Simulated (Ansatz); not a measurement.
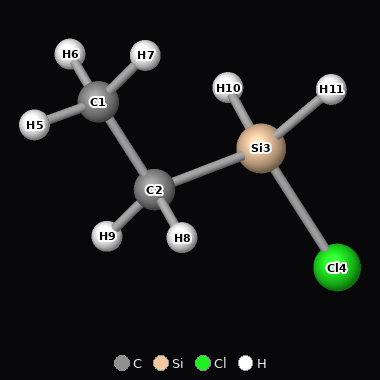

The system is C2H7ClSi, SMILES CC[SiH2]Cl; the picture shows the reference structure. 
- The first coordinate is: dihedral C1–C2–Si3–Cl4; the second: dihedral H5–C1–C2–Si3.
- Nothing is relaxed (all other coordinates rigid).
- The scan uses a 12 × 11 grid.
- Points are written as (first, second).
- Energies are in cm⁻¹, from the relaxed molecule at the same level.
- Method: RKS SPW92 (LDA)/def2-TZVP (Ansatz 0.2.0).

Its coordinates:

```xyz
11

C     0.0693    1.4284    0.0364
C    -0.6898    0.1167    0.0908
Si    0.4648   -1.3189   -0.0934
Cl   -0.5671   -3.0940   -0.0194
H    -0.6025    2.2951    0.1453
H     0.6047    1.5502   -0.9205
H     0.8220    1.4975    0.8400
H    -1.2343    0.0041    1.0450
H    -1.4502    0.0565   -0.7078
H     1.1759   -1.2603   -1.4081
H     1.4725   -1.3321    1.0121
```

Range: dihedral C1–C2–Si3–Cl4 from −180 to 150°; dihedral H5–C1–C2–Si3 from −270 to −90°.

Question: What landscape does the calculation give?

Answer: The lowest grid point is at (−60°, −180°), −80 cm⁻¹ from the relaxed molecule at the same level; the map holds 2 wells of about this depth. The energy also falls towards the edge at (60°, −270°) (450 cm⁻¹ above the lowest) and (−60°, −90°) (451 cm⁻¹ above the lowest), where a further well may lie outside the range. There is a further well near (−180°, −180°) (80 cm⁻¹ above the lowest at that grid point). The highest grid point, (0°, −234°), lies 2036 cm⁻¹ above the lowest. On the interpolated surface the easiest way out of the lowest well to the well at (−180°, −180°) passes a barrier of about 740 cm⁻¹. Round the minimum the contours are nearly round: the two directions are equally stiff and uncoupled.

| dihedral H5–C1–C2–Si3 ↓, dihedral C1–C2–Si3–Cl4 → | −180 | −150 | −120 | −90 | −60 | −30 | 0 | 30 | 60 | 90 | 120 | 150 |
| --- | --- | --- | --- | --- | --- | --- | --- | --- | --- | --- | --- | --- |
| −90 | 386 | 795 | 1178 | 784 | 371 | 852 | 1381 | 817 | 399 | 817 | 1146 | 710 |
| −108 | 707 | 1130 | 1573 | 1181 | 763 | 1258 | 1868 | 1236 | 777 | 1196 | 1554 | 1084 |
| −126 | 764 | 1157 | 1629 | 1260 | 841 | 1313 | 1956 | 1326 | 835 | 1253 | 1639 | 1182 |
| −144 | 506 | 847 | 1299 | 961 | 541 | 972 | 1563 | 1008 | 517 | 932 | 1329 | 925 |
| −162 | 157 | 461 | 856 | 534 | 121 | 523 | 1040 | 551 | 97 | 504 | 881 | 533 |
| −180 | 0 | 321 | 665 | 325 | −80 | 333 | 807 | 334 | −79 | 325 | 665 | 321 |
| −198 | 157 | 534 | 882 | 505 | 97 | 552 | 1041 | 525 | 122 | 535 | 857 | 462 |
| −216 | 507 | 927 | 1330 | 933 | 518 | 1008 | 1564 | 974 | 542 | 962 | 1300 | 848 |
| −234 | 764 | 1182 | 1639 | 1253 | 835 | 1327 | 1956 | 1314 | 842 | 1261 | 1629 | 1157 |
| −252 | 707 | 1084 | 1554 | 1195 | 776 | 1236 | 1867 | 1258 | 763 | 1181 | 1572 | 1129 |
| −270 | 385 | 710 | 1146 | 815 | 397 | 816 | 1381 | 851 | 370 | 783 | 1177 | 794 |

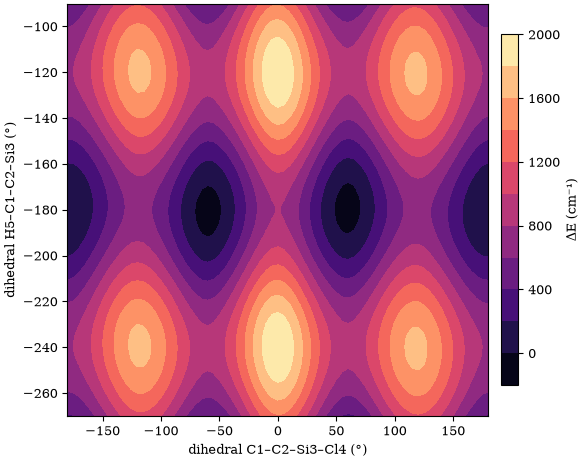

Drawn: filled contours. Between grid points the surface is interpolated.

Each point was launched as `ansatz run input.yaml --threads 1 --pin off --max-ram 2560MiB --backend cpu --events-out ev --progress --plain --runs-dir out`. The whole map (132 points run) took 9.1 min on 1 thread of Arm Neoverse V1 (shared host).
